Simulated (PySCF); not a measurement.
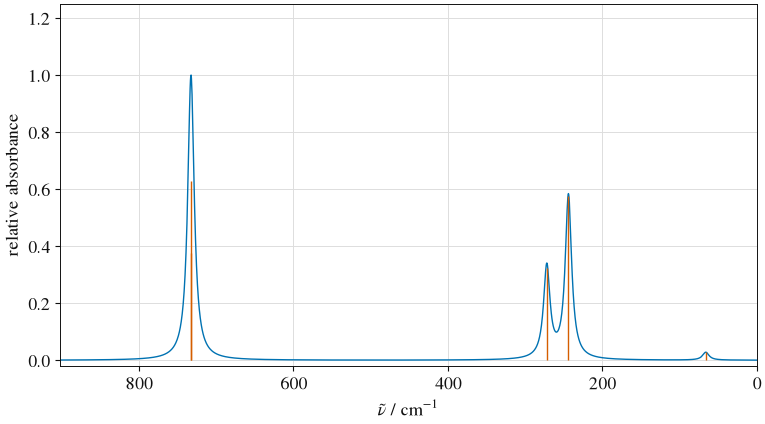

Unscaled harmonic wavenumbers and double-harmonic intensities, B3LYP/def2-SVP (ECP), PySCF, isolated molecule. Structures are the lowest points that the searches found. Degenerate modes count as one line, with their intensities summed. Lorentzian lines of 10 cm⁻¹ full width. Close modes add up in the curve.

Whose IR spectrum is this?
A. NbCl₄⁺, singlet
B. TeF₅⁺, singlet

Option B. It has its most intense lines at 732.6, 243.9 and 733.1 cm⁻¹.

Known limits of this run: double-zeta basis on some or all atoms.
